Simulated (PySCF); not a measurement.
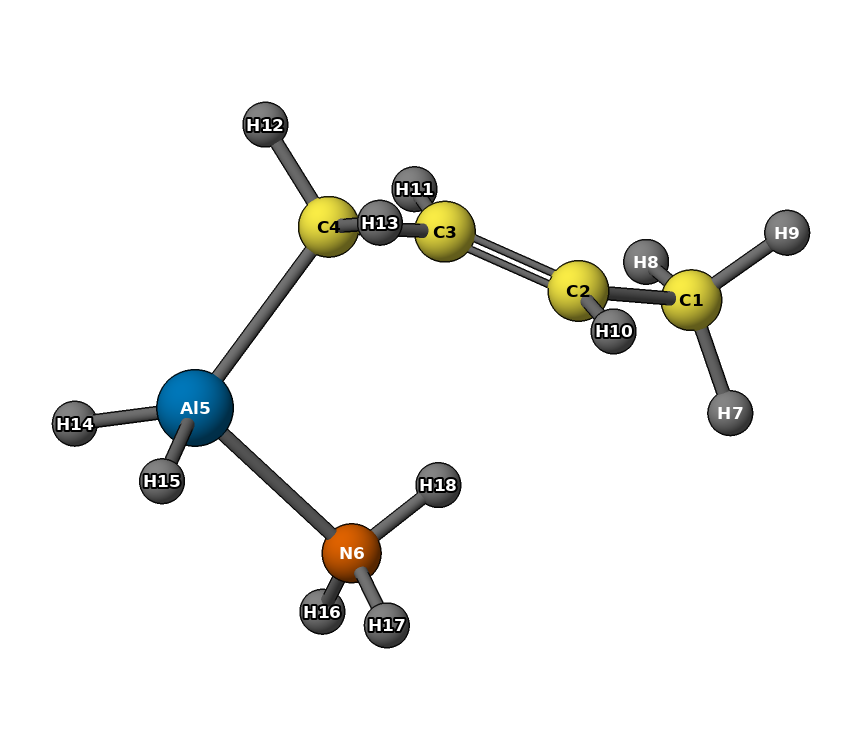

The questions are on isotropic NMR shieldings of the C atoms. The geometry was computed by an optimisation with GFN2-xTB. No frequency run is at hand to confirm it as a minimum. Method: GIAO PBE0/pcSseg-1 NMR shielding, non-relativistic, gas phase (PySCF 2.14.0).

Give the isotropic NMR shieldings of the C atoms atom by atom.

```tsv
atom	σ (ppm)
C1	165.1
C2	65.9
C3	36.0
C4	167.2
```

The geometry is semi-empirical. Around Al such bond lengths and angles can be off by a tenth of an ångström or more and by several degrees, and values that hang on the shape move with them.
